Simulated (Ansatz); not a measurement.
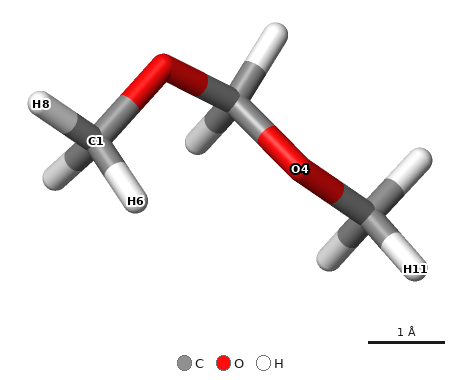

This is the input geometry for a relaxation of C3H8O2. The picture is a stick view, seen at a tilt.

The start comes from PBE-D4/def2-SVP.

Method: Ansatz, RKS PBE0-D4/def2-TZVP.

Input
```yaml
crystal:
  periodic: [false, false, false]
  atoms:
    - {symbol: C, position_ang: [-1.597805, 1.144190, 0.753444]}
    - {symbol: O, position_ang: [-0.263416, 1.029814, 1.220440]}
    - {symbol: C, position_ang: [0.592827, 0.440161, 0.310471]}
    - {symbol: O, position_ang: [0.243845, -0.915950, 0.122429]}
    - {symbol: C, position_ang: [0.995630, -1.539502, -0.886646]}
    - {symbol: H, position_ang: [-2.061000, 0.149461, 0.577278]}
    - {symbol: H, position_ang: [-1.648554, 1.727130, -0.198229]}
    - {symbol: H, position_ang: [-2.172587, 1.681469, 1.531460]}
    - {symbol: H, position_ang: [1.624286, 0.533774, 0.732371]}
    - {symbol: H, position_ang: [0.566902, 0.969470, -0.687645]}
    - {symbol: H, position_ang: [0.628976, -2.579245, -0.989791]}
    - {symbol: H, position_ang: [0.888982, -1.026251, -1.875365]}
    - {symbol: H, position_ang: [2.087114, -1.575921, -0.645018]}
basis:
  gaussian: {orbitals: def2-TZVP}
hamiltonian: {xc: pbe0, dispersion: d4}
relax: {f_tol: 0.005, max_steps: 150}
```

Run as
```bash
ansatz run in.yaml --threads 4 --pin off --events-out ev --progress --plain --max-ram 10444MiB
```

What does the optimiser find from here?

Answer. After 6 geometry steps the energy has fallen by 1.35 kcal/mol. Largest force component: 0.59 eV/Å at the start, 0.0017 eV/Å at the end. The atom that moves furthest after the best rigid fit is H9 (0.055 Å). Largest moves by element: H 0.055 Å, O 0.032 Å, C 0.027 Å. Among the contacts that change: C3–H10 1.130 → 1.108 Å, C1–H7 1.117 → 1.098 Å, C1–H6 1.111 → 1.093 Å, C3–O4 1.413 → 1.402 Å. Cost: 19 s on 4 threads of Intel Xeon Platinum 8488C, with other jobs on the host.

The structure at the end:

```xyz
13

C    -1.5909    1.1433    0.7533
O    -0.2657    1.0032    1.2139
C     0.5759    0.4240    0.2968
O     0.2225   -0.9180    0.0987
C     1.0053   -1.5278   -0.8893
H    -2.0697    0.1714    0.6075
H    -1.6188    1.7002   -0.1931
H    -2.1339    1.7049    1.5127
H     1.5926    0.4967    0.7065
H     0.5339    0.9552   -0.6747
H     0.6640   -2.5577   -0.9888
H     0.8993   -1.0231   -1.8602
H     2.0705   -1.5337   -0.6183
```

After the run, drawn alike:

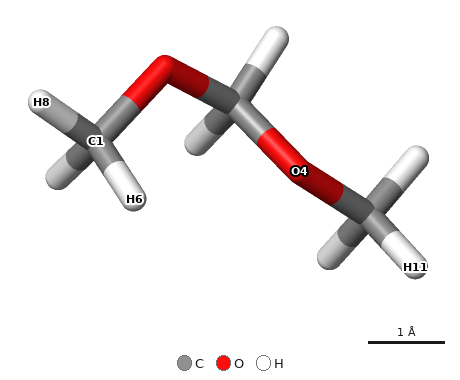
